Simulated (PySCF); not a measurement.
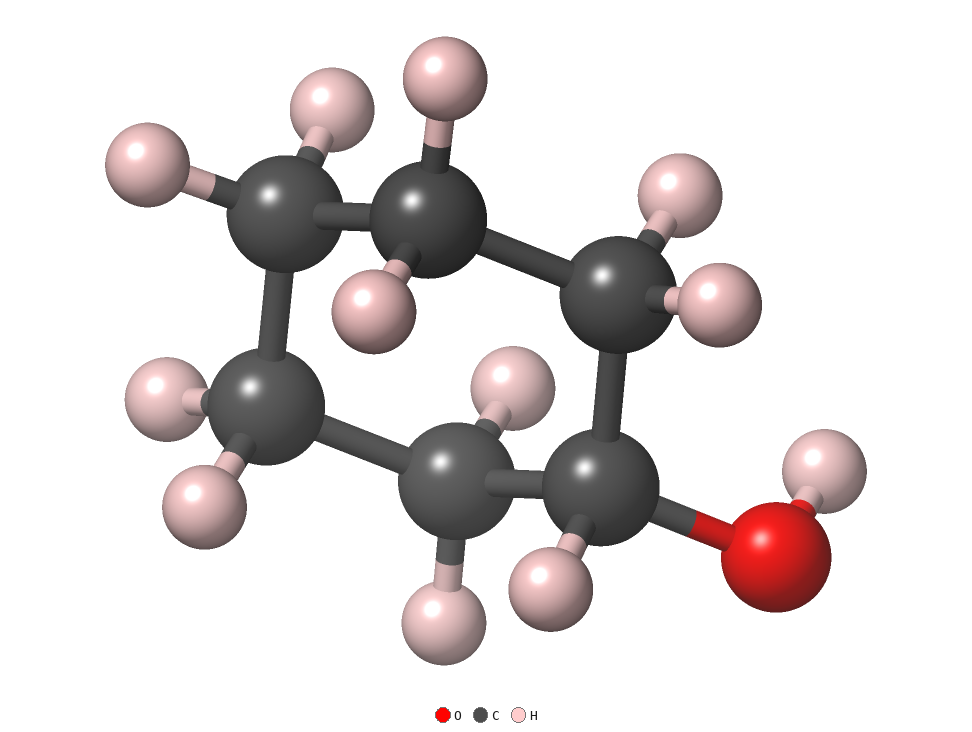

The geometry was computed by an optimisation with PBE0-D3(BJ)/def2-SVP. No frequency run is at hand to confirm it as a minimum.

**What is the molecular formula?**

C₆H₁₂O, 19 atoms: 6 carbon, 12 hydrogen and 1 oxygen.

**Name some functional groups or characteristic bonds that it holds.**

Among them: alcohol.

**What is its SMILES?**

OC1CCCCC1

**Count the bonded pairs by element.**

11 C–H, 6 C–C, 1 C–O, 1 O–H.

**Which point group does it belong to?**

Cs.

The parts below concern this one geometry. Atoms keep their numbers from picture to picture.

## Geometry

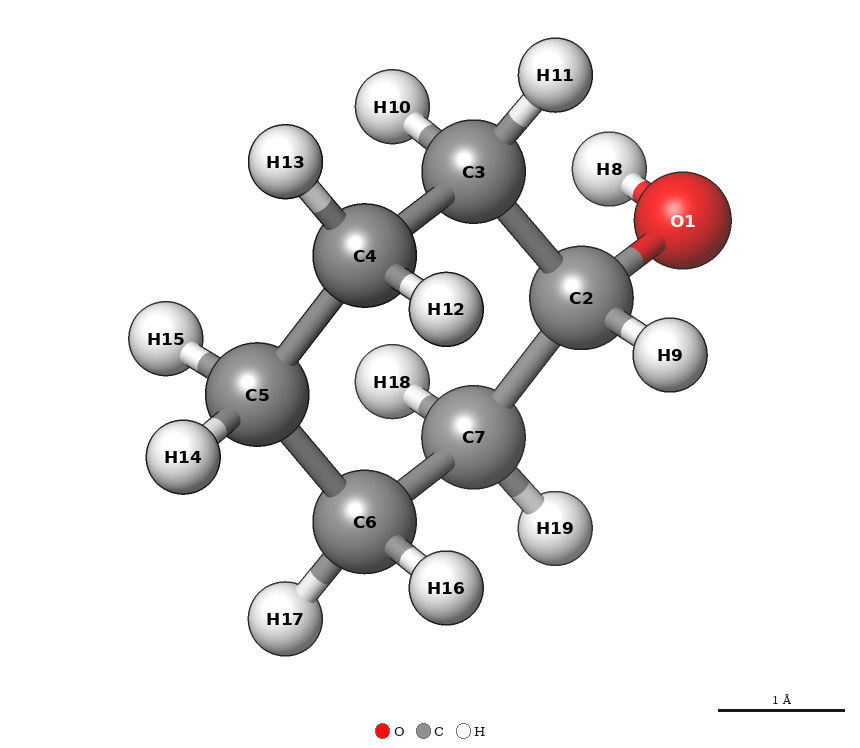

Atoms carry their numbers in the input. No frequency run is at hand to confirm it as a minimum.

Give the bond lengths. Leave out bonds to hydrogen.

| bond | length (Å) | order |
| --- | --- | --- |
| O1–C2 | 1.406 | single |
| C2–C3 | 1.526 | single |
| C2–C7 | 1.526 | single |
| C3–C4 | 1.525 | single |
| C4–C5 | 1.526 | single |
| C5–C6 | 1.526 | single |
| C6–C7 | 1.525 | single |

## NMR shielding

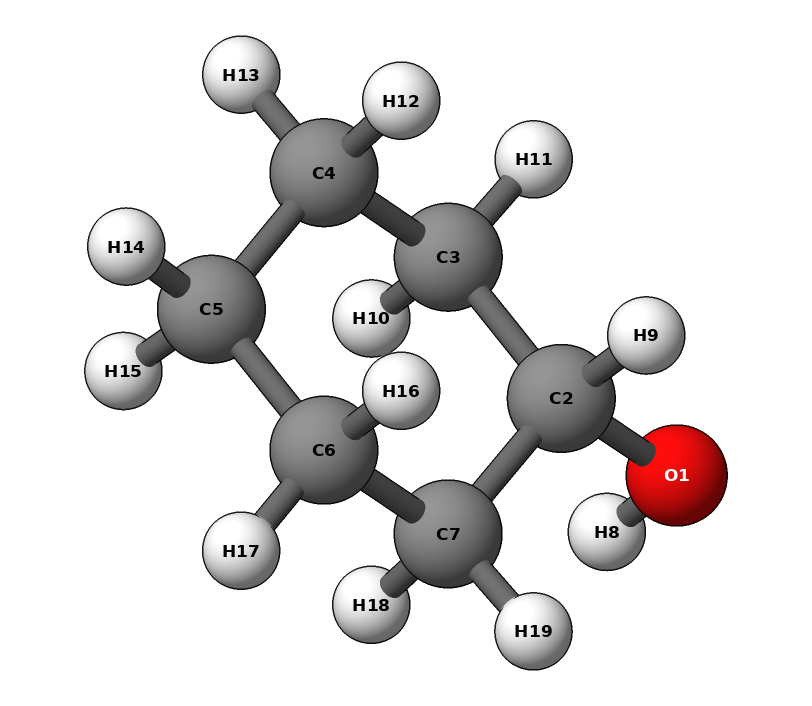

No frequency run is at hand to confirm it as a minimum. Method: GIAO BHandHLYP/pcSseg-1 NMR shielding, non-relativistic, gas phase (PySCF 2.14.0). Principal shieldings σ11 ≤ σ22 ≤ σ33, span Ω = σ33 − σ11, skew κ = 3(σiso − σ22)/Ω.

Give the shielding tensors of the O atoms.

```tsv
atom	σ11	σ22	σ33	σiso	Ω	κ
O1	237.9	260.7	295.2	264.6	57.3	0.21
```

Shieldings and span in ppm.

## Levels of theory compared

No frequency run is at hand to confirm it as a minimum. Program: PySCF 2.14.0.

At this fixed geometry, give HOMO energy (eV), HOMO–LUMO gap (eV) at these levels: B97-D/pcSseg-1; BHandHLYP/pcSseg-1; CAM-B3LYP/pcSseg-1; KT2/pcSseg-1; PBE/pcSseg-1; mPW1PW91/pcSseg-1.

| level | HOMO energy (eV) | HOMO–LUMO gap (eV) |
| --- | --- | --- |
| B97-D/pcSseg-1 | −5.95 | 6.60 |
| BHandHLYP/pcSseg-1 | −9.02 | 11.10 |
| CAM-B3LYP/pcSseg-1 | −8.96 | 11.17 |
| KT2/pcSseg-1 | −6.09 | 6.58 |
| PBE/pcSseg-1 | −5.90 | 6.42 |
| mPW1PW91/pcSseg-1 | −7.56 | 8.96 |

## Dipole moment

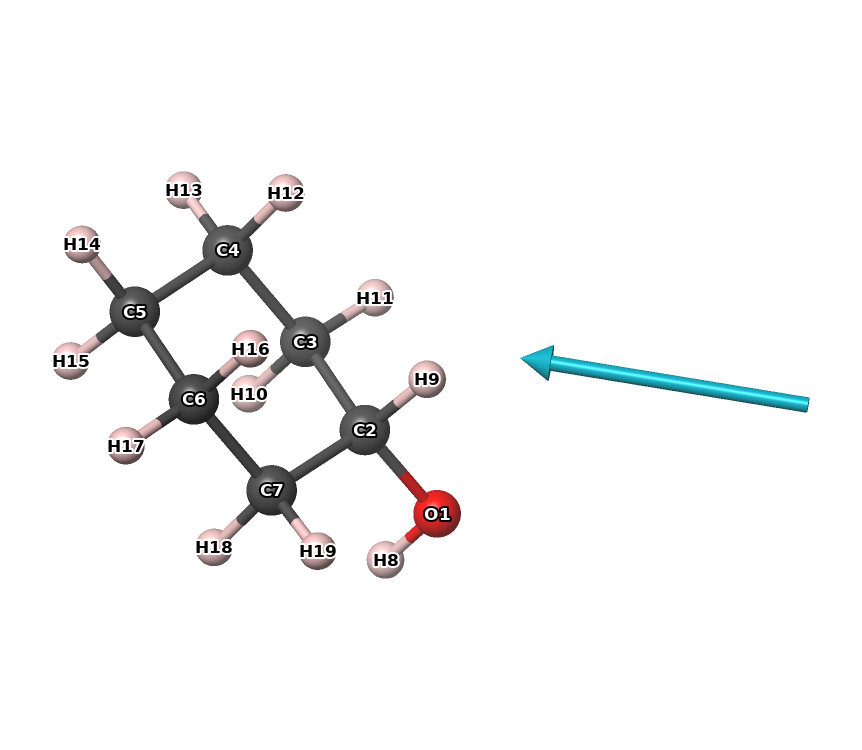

The arrow beside the molecule shows the direction of the dipole moment, from the negative to the positive end (its length means nothing). No frequency run is at hand to confirm it as a minimum. Level of theory: PBE/pcSseg-1, gas phase (PySCF 2.14.0).

**How large is the dipole moment?**

1.62 D; it points from the side of O1 to the side of H14, H15 (the outermost atoms at the two ends).
